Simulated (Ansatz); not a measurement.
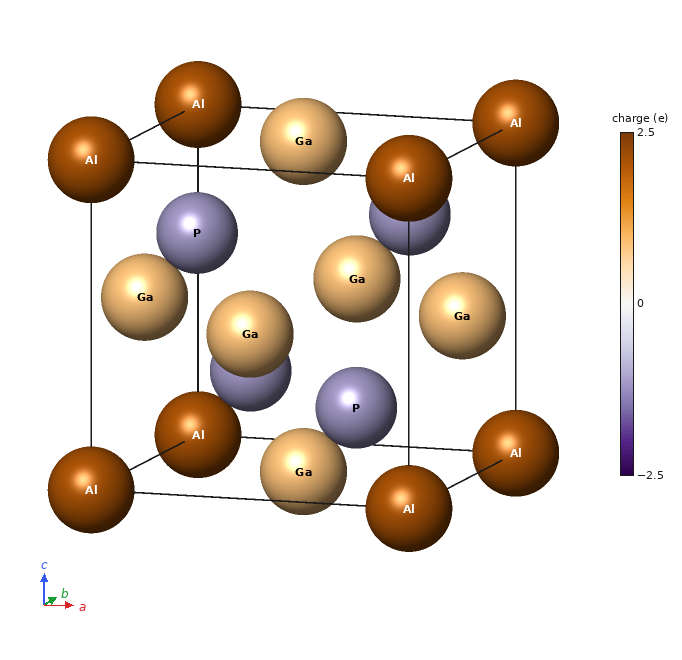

A spheres-only rendering, viewed slightly off an axis. The wireframe shows the simulation cell. The atoms of this AlGa$_{3}$P$_{4}$ cell are coloured by their Bader charge.

The numbers come from DFT PBE, scalar-relativistic, plane waves, PAW (Ansatz), using plane waves up to 420 eV, k-points on a 6×6×6 grid, Gaussian smearing of 0.02 eV, no spin polarisation.

Question: Which atoms are positive and which negative?

Answer: Most positive: Al; most negative: P. Charges: about Al +2.1 e; Ga +0.8 e; P -1.2 e. The transfer is large, as in an ionic solid.

Source of the structure: a structure type filled with these elements by a generator (whether the compound takes this form wasn't checked). Earlier steps of the study, as a rule a relaxation of our own, may have changed the cell and positions, so they can lie some per cent off the listed ones. An electronic-structure calculation with Ansatz was run on it.
